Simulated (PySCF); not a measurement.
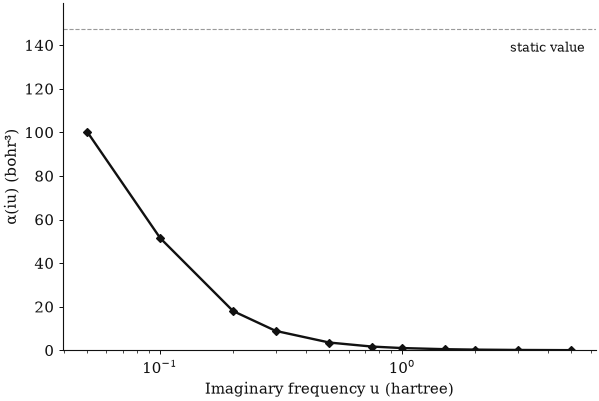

Dipole polarisability at imaginary frequency of the Li atom ([He] 2s). Coupled response at the PBE0 level; PySCF, aug-cc-pVTZ, non-relativistic, unrestricted single determinants, no spin-orbit coupling.

Q: What follows from the curve?

A: The static dipole polarisability is 148 bohr³ (the recommended value is 164); α(iu) falls to half of it near u = 0.073 hartree. The Casimir–Polder integral gives C₆ = 1200 hartree bohr⁶ for two such species.
